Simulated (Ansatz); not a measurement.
Consider Cl2H3O3Ta···H2.

Input

```
crystal:
  periodic: [false, false, false]
  atoms:
    - { symbol: Ta, position_ang: [0.0, 0.0, 0.0] }
    - { symbol: O, position_ang: [2.37, 0.0, 0.0] }
    - { symbol: H, position_ang: [2.7071, -0.5308, 0.7903] }
    - { symbol: Cl, position_ang: [0.0, 0.0, 2.47] }
    - { symbol: O, position_ang: [0.0, 0.0, -2.02] }
    - { symbol: H, position_ang: [-0.6343, -0.71, -2.3571] }
    - { symbol: Cl, position_ang: [-1.235, 2.139, 0.0] }
    - { symbol: O, position_ang: [-1.01, -1.7493, 0.0] }
    - { symbol: H, position_ang: [-1.6563, -1.7655, 0.776] }
    - { symbol: H, position_ang: [0.6622, 1.6413, 1.1303] }
    - { symbol: H, position_ang: [1.6714, 1.2408, 0.8545] }
basis:
  gaussian: { orbitals: def2-SVP }
hamiltonian:
  xc: revpbe
relax:
  f_tol: 0.15
  max_steps: 25
  restrain:
    - { distance: [0, 9], at: 3.0, k: 30.0 }
    - { distance: [10, 1], at: 2.21, k: 30.0 }
    - { distance: [0, 1], at: 2.02, k: 30.0 }
    - { distance: [10, 9], at: 0.66, k: 30.0 }
output:
  orbitals: {}
```

Command:

```sh
ansatz run input.yaml --threads 4 --pin off --max-ram 5120MiB --backend cpu --events-out ev --progress --plain --runs-dir out
```

The fields are those of the run's last geometry, not of the input's.

Core potentials replace the inner electrons of Ta; not at a stationary point (largest force 1.9 eV/Å).

Computed with RKS revPBE/def2-SVP (Ansatz).

What can the converged electron density and electron localisation function tell about the bonding?

Answer. Ta–O (1.88 Å): the density is about 1 e/Å³ at the midpoint; the ELF peaks at about 0.80 in the valence shell of O, 0.5 Å from its nucleus, and drops to about 0.20 between the two atoms.
Ta–Cl (2.42 Å): the density is about 0.51 e/Å³ at the midpoint; the ELF peaks at about 0.85 in the valence shell of Cl, 0.9 Å from its nucleus, and is about 0.30 at the midpoint.

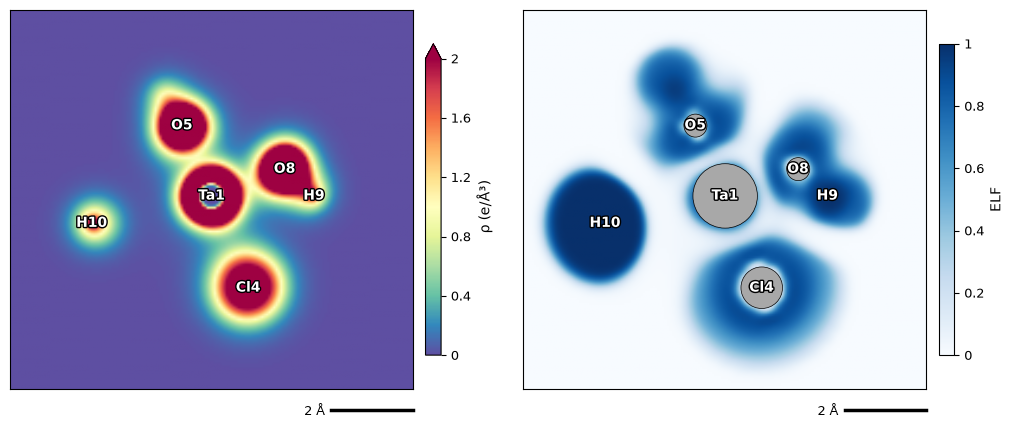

Computed electron density and electron localisation function on the plane of atoms Cl4, Ta1 and O8, in this order. Grey discs cover the atomic cores in the ELF map. 
